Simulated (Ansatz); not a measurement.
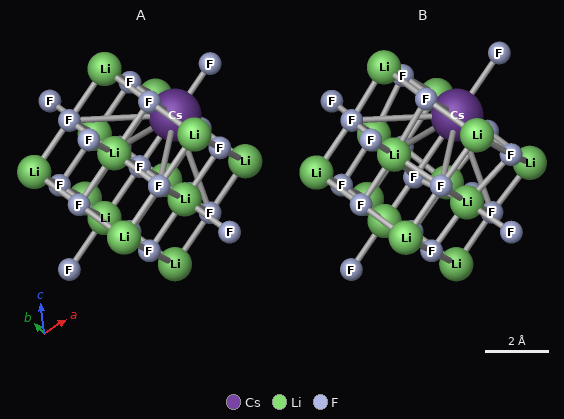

Two geometries of a defect cell of composition CsLi₂₆F₂₇, drawn at one scale. One is the start of a relaxation, the other its converged end. A ball-and-stick model of the atoms within 4.2 Å of the atom that moves most (axes of the cell of the calculation (origin shifted)), seen slightly off an axis.

These are results of DFT, PBE, plane-wave PAW, default files, scalar-relativistic (Ansatz 0.2.0), not measurements. Settings: plane-wave cutoff 420 eV; k-point mesh 3 × 3 × 3; occupations fermi dirac; smearing width 0.01 eV; no spin polarisation; atoms relaxed in a fixed cell; force threshold 0.03 eV/Å; at most 40 steps.

Q: Which one is relaxed?

A: Structure B is the relaxed one. Over 4 geometry steps the energy falls by 12.277 eV per cell of the calculation. Largest force component: 11 eV/Å at the start, 0.025 eV/Å at the end. The largest moves, 0.42 Å, are those of F atoms. Largest moves by element: F 0.42 Å, Li 0.11 Å. Cs stays in place. The cell stays as it was. Some distances before and after: Cs–F 2.014 → 2.429 Å, F–Li 2.014 → 1.713 Å, F–Li 2.014 → 1.899 Å, Cs–Li 2.848 → 2.951 Å. Bond angles that change, for instance: F–Li–F 90.0° → 108.6°, Li–F–Li 180.0° → 161.4°, F–Li–F 90.0° → 78.6°.
